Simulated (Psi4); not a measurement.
# BHLYP/6-31G(d) (spherical functions) run of GaBH3ClO (SMILES O[B](Cl)[GaH2])

Aim: the energy change on altering one bond length of GaBH3ClO at BHLYP/6-31G* (spherical functions), from 2 runs. 

Program for the calculation: Psi4 1.11.

1 further run of the same task is left out (set aside as unsound or not needed).

### Step 1. The structure to begin with

GaBH3ClO has 7 atoms, charge 0, and is taken as a singlet. As SMILES, `O[B](Cl)[GaH2]`. The coordinates come from a PBE0-D4/def2-TZVP relaxation. This is one conformer, not always the lowest.

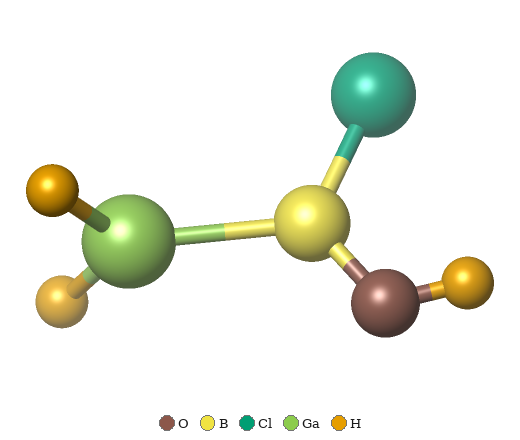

The structure, seen from a chosen angle (oxygen brown, boron yellow, chlorine teal, gallium green, hydrogen amber).

### Step 2. Energy and gradient at BHLYP/6-31G(d) (spherical functions)

calc.inp reads:

```
memory 2200 MB

molecule mol {
  O
  B 1 r2
  Cl 2 r3 1 a3
  Ga 2 r4 1 a4 3 d4
  H 1 r5 2 a5 3 d5
  H 4 r6 2 a6 1 d6
  H 4 r7 6 a7 2 d7

  r2 = 1.344214
  r3 = 1.788539
  a3 = 118.374
  r4 = 2.094733
  a4 = 123.37232
  d4 = 179.99219
  r5 = 0.965448
  a5 = 114.08867
  d5 = -0.01238
  r6 = 1.572289
  a6 = 121.27201
  d6 = -91.53881
  r7 = 1.572367
  a7 = 117.36431
  d7 = 177.5162
  symmetry c1
}

set {
  basis 6-31G*
  puream true
  e_convergence 1e-09
  d_convergence 1e-08
  scf_type pk
  dft_radial_points 99
  dft_spherical_points 590
}

E, wfn = gradient('bhhlyp', return_wfn=True)
oeprop(wfn, 'WIBERG_LOWDIN_INDICES', 'QUADRUPOLE', 'MULLIKEN_CHARGES')
```

Run with:

```bash
psi4 -i calc.inp -o calc.out -n 1
```

calc.out:

```text
[...]
  Running in c1 symmetry.
[...]
  Nuclear repulsion =  275.852683058120647
[...]
  Multiplicity = 1
[...]
  Nalpha       = 32
  Nbeta        = 32
[...]
    Number of basis functions: 84
[...]
   @RKS iter   1: -2484.76750579172494   -2.25150e+00   3.39059e-02 DIIS/ADIIS
[...]
   @RKS iter  13: -2486.61377579912914   -5.00222e-12   5.83852e-09 DIIS
[...]
    Orbital Energies [Eh]
    ---------------------
    Doubly Occupied:
       1A   -374.961252     2A   -102.788406     3A    -46.814901
       4A    -41.410199     5A    -41.406589     6A    -41.406329
       7A    -19.737210     8A     -9.881807     9A     -7.531243
      10A     -7.527536    11A     -7.526841    12A     -7.158592
      13A     -5.867703    14A     -4.083107    15A     -4.073524
      16A     -4.072572    17A     -1.195179    18A     -0.985039
      19A     -0.980401    20A     -0.980069    21A     -0.974822
      22A     -0.973919    23A     -0.946339    24A     -0.672346
      25A     -0.550129    26A     -0.524512    27A     -0.472111
      28A     -0.465210    29A     -0.394051    30A     -0.393459
      31A     -0.353944    32A     -0.319624
[...]
  @RKS Final Energy: -2486.61377579912914
   => Energetics <=
    Nuclear Repulsion Energy =            275.8526830581206468
    One-Electron Energy =               -4007.5010185303849539
    Two-Electron Energy =                1304.9856404703873523
    DFT Exchange-Correlation Energy =     -59.9510807972523594
    Empirical Dispersion Energy =           0.0000000000000000
    VV10 Nonlocal Energy =                  0.0000000000000000
    Total Energy =                      -2486.6137757991291437
[...]
  -Total Gradient:
     Atom            X                  Y                   Z
    ------   -----------------  -----------------  -----------------
       1       -0.000009138917     0.003601772753    -0.004689194697
       2        0.000007126402    -0.001801407257     0.006396005137
       3        0.000004409474     0.002574580181    -0.000474440994
       4        0.000014258614    -0.000518709877     0.000280949717
       5        0.000003013260    -0.003477400066    -0.001389255697
       6       -0.000523480324    -0.000200757883    -0.000063388845
       7        0.000503746578    -0.000180264361    -0.000056463998
[...]
 Multipole Moments:
 ------------------------------------------------------------------------------------
     Multipole            Electronic (a.u.)      Nuclear  (a.u.)        Total (a.u.)
 ------------------------------------------------------------------------------------
 L = 1.  Multiply by 2.5417464519 to convert [e a0] to [Debye]
 Dipole X            :         -0.0001866            0.0002479            0.0000613
 Dipole Y            :          3.1645906           -3.4005042           -0.2359136
 Dipole Z            :          2.6272049           -3.1783437           -0.5511388
 Magnitude           :                                                    0.5995075
 L = 2.  Multiply by 1.3450342976 to convert [e a0^2] to [Debye ang]
 Quadrupole XX       :        -45.1935791           12.8861555          -32.3074235
 Quadrupole XY       :          0.0061215            0.0021054            0.0082270
[...]
  Mulliken Charges: (a.u.)
   Center  Symbol    Alpha    Beta     Spin     Total
       1     O     4.29604  4.29604  0.00000 -0.59207
       2     B     2.27225  2.27225  0.00000  0.45550
       3    CL     8.60637  8.60637  0.00000 -0.21273
       4    GA    15.56390 15.56390  0.00000 -0.12779
       5     H     0.27793  0.27793  0.00000  0.44414
       6     H     0.49176  0.49176  0.00000  0.01649
       7     H     0.49176  0.49176  0.00000  0.01647
   Total alpha = 32.00000, Total beta = 32.00000, Total charge = -0.00000
  Wiberg Bond Indices using Orthogonal Lowdin Orbitals:
[...]
```

It took 26 s on 1 thread of Intel Xeon Platinum 8259CL at 2.50GHz (Skylake/Cascade Lake), shared host; peak memory 1 GiB.

### Step 3. The distorted shape: the energy at BHLYP/6-31G(d) (spherical functions)

input.in reads:

```
memory 2200 MB

molecule {
  0 1
  O     -2.12550536    -1.71532519     2.36899657
  B     -0.58802419    -0.64914171     0.65085758
  Cl     1.69886379    -3.28094250    -2.02295182
  Ga    -0.14526136     3.26467007     0.25647174
  H     -2.13570988    -3.53928885     2.32893438
  H     -1.83410960     4.82615076    -1.62437267
  H      1.96291711     4.73808953     1.74425312
  units au
  symmetry c1
  no_reorient
  no_com
}

set basis 6-31G*
set reference rks
set puream true
set e_convergence 1e-09
set d_convergence 1e-08
set scf_type pk
set dft_radial_points 99
set dft_spherical_points 590

result, w = energy("bhhlyp", return_wfn=True)
oeprop(w, "MULLIKEN_CHARGES", "LOWDIN_CHARGES", "WIBERG_LOWDIN_INDICES")
print_variables()
```

Run with:

```bash
psi4 input.in input.out -n 1
```

input.out (excerpt; [...] marks lines left out):

```text
[...]
  Running in c1 symmetry.
[...]
  Nuclear repulsion =  255.052151767851797
[...]
  Multiplicity = 1
[...]
  Nalpha       = 32
  Nbeta        = 32
[...]
    Number of basis functions: 84
[...]
   @RKS iter   1: -2484.72678258018504   -2.58037e+00   3.38484e-02 DIIS/ADIIS
[...]
   @RKS iter  13: -2486.56803340879515   -1.54614e-11   6.67076e-09 DIIS
[...]
  @RKS Final Energy: -2486.56803340879515
   => Energetics <=
    Nuclear Repulsion Energy =            255.0521517678517966
    One-Electron Energy =               -3965.5150227020949387
    Two-Electron Energy =                1283.7836270859484102
    DFT Exchange-Correlation Energy =     -59.8887895605000864
    Empirical Dispersion Energy =           0.0000000000000000
    VV10 Nonlocal Energy =                  0.0000000000000000
    Total Energy =                      -2486.5680334087951451
[...]
 Multipole Moments:
 ------------------------------------------------------------------------------------
     Multipole            Electronic (a.u.)      Nuclear  (a.u.)        Total (a.u.)
 ------------------------------------------------------------------------------------
 L = 1.  Multiply by 2.5417464519 to convert [e a0] to [Debye]
 Dipole X            :         -3.3248168            2.4265161           -0.8983007
 Dipole Y            :        -34.0589574           34.4853910            0.4264337
 Dipole Z            :          2.8176492           -1.7844817            1.0331675
 Magnitude           :                                                    1.4339543
[...]
  Mulliken Charges: (a.u.)
   Center  Symbol    Alpha    Beta     Spin     Total
       1     O     4.28504  4.28504  0.00000 -0.57009
       2     B     2.23374  2.23374  0.00000  0.53251
       3    CL     8.71719  8.71719  0.00000 -0.43437
       4    GA    15.53815 15.53815  0.00000 -0.07629
       5     H     0.26125  0.26125  0.00000  0.47750
       6     H     0.48231  0.48231  0.00000  0.03538
       7     H     0.48232  0.48232  0.00000  0.03536
   Total alpha = 32.00000, Total beta = 32.00000, Total charge =  0.00000
  Lowdin Charges: (a.u.)
[...]
```

Run time: 16 s. Hardware: 1 thread of Intel Xeon Platinum 8259CL at 2.50GHz (Skylake/Cascade Lake), shared host; peak memory 1 GiB.

### Step 4. Outcome

Level: BHLYP/6-31G* (spherical functions).

| quantity | value |
| --- | --- |
| first shape: total energy | -2486.61378 Eh |
| first shape: dipole moment | 1.52 D |
| first shape: HOMO energy | -8.70 eV |
| first shape: LUMO energy | -0.96 eV |
| first shape: HOMO–LUMO gap | 7.73 eV |
| first shape: largest force on an atom | 0.342 eV/Å |
| distorted shape: total energy | -2486.56803 Eh |
| distorted shape: dipole moment | 3.64 D |
| distorted shape: HOMO energy | -9.04 eV |
| distorted shape: LUMO energy | -1.62 eV |
| distorted shape: HOMO–LUMO gap | 7.42 eV |
| energy change with the B2–Cl3 bond stretched from 1.789 to 2.325 Å | 1.245 eV |

With the B2–Cl3 bond stretched from 1.789 to 2.325 Å the energy rises by 1.24 eV (120 kJ/mol). The first shape isn't relaxed at this level, so the change isn't measured from a minimum. The largest force (first shape) is 0.34 eV/Å: the shape isn't a stationary point for this species at this level.
